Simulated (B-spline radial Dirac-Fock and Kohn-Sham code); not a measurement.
# An X-ray data sheet for Xe⁸⁺, step by step

Aim: for xenon as Xe⁸⁺, compute its X-ray form factor and Compton profile, the binding energy of each subshell and its two-hole states.

The numbers are computed with B-spline radial Dirac-Fock and Kohn-Sham code (version 2): a free atom or ion on a radial basis; each step names its model.

**1. The atom as given**

Xe⁸⁺, [Kr] 4d10.

| Quantity | Value |
| --- | --- |
| nuclear charge | 54 |
| electrons | 46 |
| mass number | 132 |
| nuclear rms radius | 4.7859 fm |

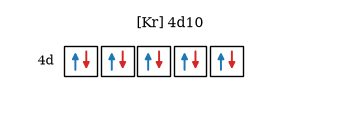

The shells outside the core; arrows follow Hund's rule for the drawing alone (heavy ions are jj-coupled), while the calculation averages over the configuration.

**2. X-ray scattering functions**

Model: Dirac-Fock average of configuration, finite nucleus; form factor of the spherical density, Waller-Hartree incoherent function, impulse-approximation Compton profiles.

Settings, as recorded:

```ini
task = scatter
Z = 54
charge = 8
configuration = 1s2 2s2 2p6 3s2 3p6 3d10 4s2 4p6 4d10
mass_number = 132
rms_radius = 4.7859  # fm
s = [0.0, 0.05, 0.1, 0.15, 0.2, 0.25, 0.3, 0.35, 0.4, 0.45, 0.5, 0.6, 0.7, 0.8, 0.9, 1.0, 1.1, 1.2, 1.4, 1.6, 1.8, 2.0, 2.5, 3.0, 3.5, 4.0, 5.0, 6.0]  # 1/A
pz = [0, 0.1, 0.2, 0.3, 0.4, 0.5, 0.6, 0.8, 1.0, 1.2, 1.4, 1.6, 1.8, 2.0, 2.5, 3.0, 4.0, 5.0, 7.0, 10.0, 15.0, 20.0, 30.0, 40.0, 60.0, 100.0]  # a.u.
photon_energy = [5000, 8047.8, 20000, 30000, 100000, 200000, 500000, 1000000]  # eV
```

**3. Core and valence levels**

Model: Dirac-Fock average of configuration, Delta-SCF, finite nucleus, first-order Breit with its frequency dependence, self-energy and vacuum polarisation.

Settings, as recorded:

```ini
task = binding
```

**4. Double vacancies and Auger multiplets**

Model: Dirac-Fock average of configuration, Delta-SCF, finite nucleus, first-order Breit with its frequency dependence, self-energy and vacuum polarisation; two-hole levels by intermediate coupling within the shell, Auger rates as independent-particle Coulomb matrix elements.

The run's settings:

```ini
task = double
```

Q: Predict the outcome of this session. Wanted: rms radius of the electron cloud; form factor halves at; Compton profile at zero; deepest level listed, K; least bound, N5; Kα1; largest U, K K; Kα hypersatellite shift; strongest line of K-L123.

**Answer**, as computed:

```
                          quantity                    value
  rms radius of the electron cloud               0.577 bohr
             form factor halves at                 0.69 1/Å
           Compton profile at zero             4.576 1/a.u.
      deepest level listed, K (1s)               34683.4 eV
           least bound, N5 (4d5/2)                 178.2 eV
                               Kα1               29778.2 eV
ionisation energy, NIST (measured)               179.840 eV
                    largest U, K K                 897.4 eV
           Kα hypersatellite shift                +651.4 eV
          strongest line of K-L123  L2L3, J = 2, 24374.7 eV
```

In words: f falls from 46 to half of that at s = 0.69 1/Å. Incoherent scattering outweighs coherent from 200 keV on, among the energies asked. For K (1s), relaxation takes off 63.4 eV, Breit terms shift it by -81.69 and QED by -41.72 eV. NIST's ionisation energy differs by +1.65 eV from the least binding energy; correlation is missing from the calculation. Two holes repel most in K K, by 897.4 eV, and least in N5 N5, by 24.98 eV. An empty K shell moves Kα up by 651 eV. In the K-L123 Auger group the L2L3 J = 2 line carries 42 % of the rate. The Hartree-Fock and Dirac-Fock values hold no electron correlation.
